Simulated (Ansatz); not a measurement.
## Fields on a plane of BaHfO3 (cubic perovskite)

```
CELL_PARAMETERS angstrom
      4.20617     0.00000     0.00000
      0.00000     4.20617     0.00000
      0.00000     0.00000     4.20617
ATOMIC_POSITIONS crystal
  Ba 0.00000 0.00000 0.00000
  Hf 0.50000 0.50000 0.50000
  O  0.00000 0.50000 0.50000
  O  0.50000 0.50000 0.00000
  O  0.50000 0.00000 0.50000
```

The slice is a {210} plane (indices of the conventional cell) through the point (0.500, 0.500, 0.000) (fractional), spanned by u = [100] and v = [021] in vectors of this cell: u (4.21 Å) and v (9.41 Å, at 90° to u). It covers one period; positions are fractions (u, v).

Atoms on it: Hf at (0.00, 0.50); O at (0.50, 0.50); O at (0.00, 0.00). Other atoms lie within 1 Å of the plane.

Method: PBE (plane waves to 420 eV, PAW, scalar-relativistic; Ansatz, a first-principles code). k mesh 8×8×8. Near the nuclei the fields are pseudised (PAW); where an atom keeps semicore shells as valence, they peak there. BaHfO3 is run without spin polarisation. BaHfO3 was relaxed with its symmetry unable to fall. Spin-orbit coupling is left out, though Hf is heavy.

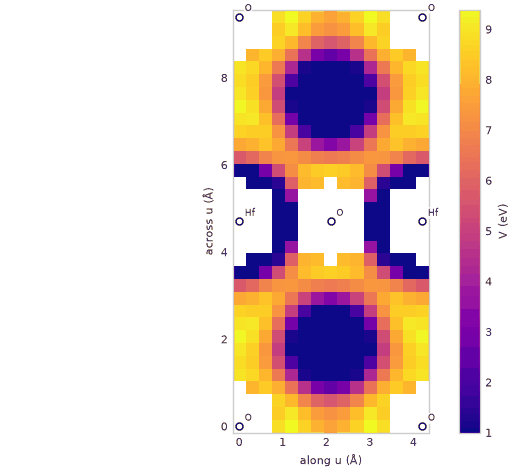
*Electrostatic potential energy of an electron, from the cell's mean, in eV, one period of the plane, atoms marked. Points within 0.9 Å of a nucleus are left white, as the pseudised field means little there. Values under 1 eV are set to 1. The zero, the cell's mean, hangs on the PAW cores.*

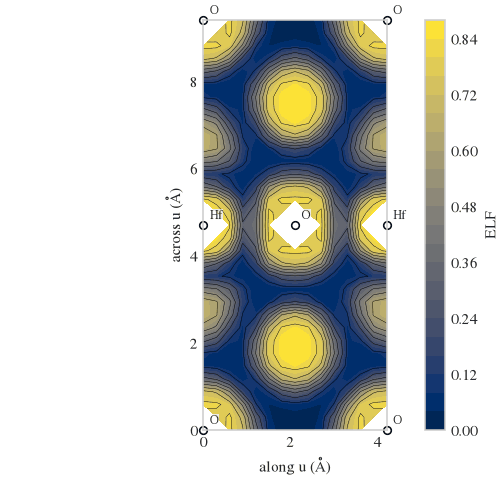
*Electron localisation function (ELF), one period of the plane, atoms marked. Points within 0.4 Å of a nucleus are left white, as the pseudised field means little there.*
